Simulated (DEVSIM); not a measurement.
Structure: abrupt In0.53Ga0.47As n-p junction, at 300 K.

```csv
layer (left to right),material,thickness (μm),Nd (cm⁻³),Na (cm⁻³),τn (s),τp (s)
1,In0.53Ga0.47As,1.70,1.8e16,-,3.2e-10,3.2e-10
2,In0.53Ga0.47As,4.90,-,5.1e17,3.2e-10,3.2e-10
```

Left contact: ohmic. Right contact: ohmic. Voltage is applied to the left contact. Recombination: SRH at mid-gap, radiative. Mobility is μmin + (μ − μmin)/(1 + (N/Nref)^α).

Constants are typed, rounded textbook-type inputs, not results; the design itself was drawn at random and stands for no fabricated device. Values at 300 K.

```
parameter      In0.53Ga0.47As
-------------  --------------
gap (eV)                 0.74
affinity (eV)            4.51
permittivity             13.9
Nc (cm⁻³)              2.1e17
Nv (cm⁻³)              7.7e18
μn (cm²/Vs)             12000
μp (cm²/Vs)               300
μn,min                    300
μp,min                     10
Nref,n                 1.3e17
Nref,p                 4.9e17
αn                       0.48
αp                        0.4
B (cm³/s)             9.6e-11
```

Simulated with DEVSIM: 1D drift-diffusion, Boltzmann statistics, complete ionisation; no tunnelling, impact ionisation, image-force lowering or self-heating.

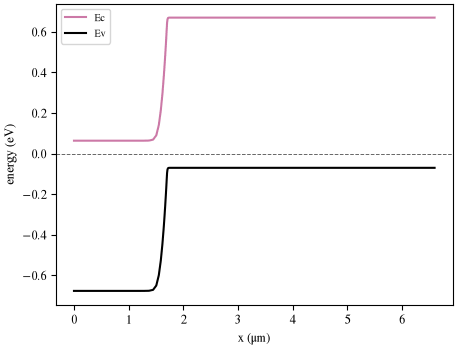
*Band edges at zero bias*

Energies count from the Fermi level of the right contact; mesh points crowd at the junctions.

| x (μm) | Ec (eV) | Ev (eV) | n (cm⁻³) | p (cm⁻³) | field (V/cm) |
|---|---|---|---|---|---|
| 0.000 | 0.064 | -0.676 | 1.8e16 | 3.3e7 | ≈ 0 |
| 0.02575 | 0.064 | -0.676 | 1.8e16 | 3.3e7 | ≈ 0 |
| 0.07831 | 0.064 | -0.676 | 1.8e16 | 3.3e7 | ≈ 0 |
| 0.1774 | 0.064 | -0.676 | 1.8e16 | 3.3e7 | ≈ 0 |
| 0.4988 | 0.064 | -0.676 | 1.8e16 | 3.3e7 | ≈ 0 |
| 1.007 | 0.064 | -0.676 | 1.8e16 | 3.3e7 | ≈ 0 |
| 1.373 | 0.064 | -0.676 | 1.8e16 | 3.4e7 | 180 |
| 1.589 | 0.213 | -0.527 | 5.6e13 | 1.1e10 | 24000 |
| 1.656 | 0.425 | -0.315 | 1.5e10 | 3.9e13 | 40000 |
| 1.691 | 0.580 | -0.160 | 3.8e7 | 1.6e16 | 49000 |
| 1.712 | 0.662 | -0.078 | 1600000 | 3.8e17 | 12000 |
| 1.772 | 0.670 | -0.070 | 1200000 | 5.1e17 | ≈ 0 |
| 1.874 | 0.670 | -0.070 | 1200000 | 5.1e17 | ≈ 0 |
| 2.086 | 0.670 | -0.070 | 1200000 | 5.1e17 | ≈ 0 |
| 2.716 | 0.670 | -0.070 | 1200000 | 5.1e17 | ≈ 0 |
| 3.828 | 0.670 | -0.070 | 1200000 | 5.1e17 | ≈ 0 |
| 5.219 | 0.670 | -0.070 | 1200000 | 5.1e17 | ≈ 0 |
| 5.945 | 0.670 | -0.070 | 1200000 | 5.1e17 | ≈ 0 |
| 6.367 | 0.670 | -0.070 | 1200000 | 5.1e17 | ≈ 0 |
| 6.495 | 0.670 | -0.070 | 1200000 | 5.1e17 | ≈ 0 |
| 6.562 | 0.670 | -0.070 | 1200000 | 5.1e17 | ≈ 0 |
| 6.600 | 0.670 | -0.070 | 1200000 | 5.1e17 | ≈ 0 |
